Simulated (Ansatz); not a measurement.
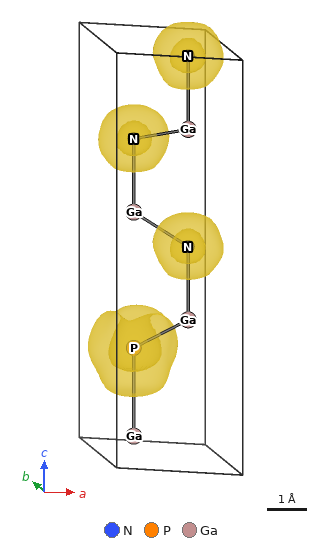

Ga$_{4}$PN$_{3}$. Isosurface of the electron localisation function at 0.7 (yellow), seen slightly off an axis. Only the valence region is drawn (cores and ρ < 0.01 e/Å³ removed). Sticks mark near contacts.

Space group P3m1; started from the ordered alloy on wurtzite lattice prototype, which need not be the ambient phase; computed pressure about 5 GPa in this cell.

All numbers below come from Ansatz, DFT, PBE with spin-orbit coupling, plane waves, PAW.

### Describe the localisation domains.

The surface consists of one region on P in which the atom's valence shell and bonds are merged and three regions wrapped around N (the valence shell of each), counted in one cell of 8 atoms. Any copies at cell faces, edges or corners count once. Profiles from the grid: Ga–N (1.95 Å): the ELF peaks at about 0.85 in the valence shell of N, 0.6 Å from its nucleus, and is about 0.50 at the midpoint. Ga–P (2.21 Å): the ELF peaks at about 0.90 in the valence shell of P, 0.8 Å from its nucleus, and is about 0.75 at the midpoint.
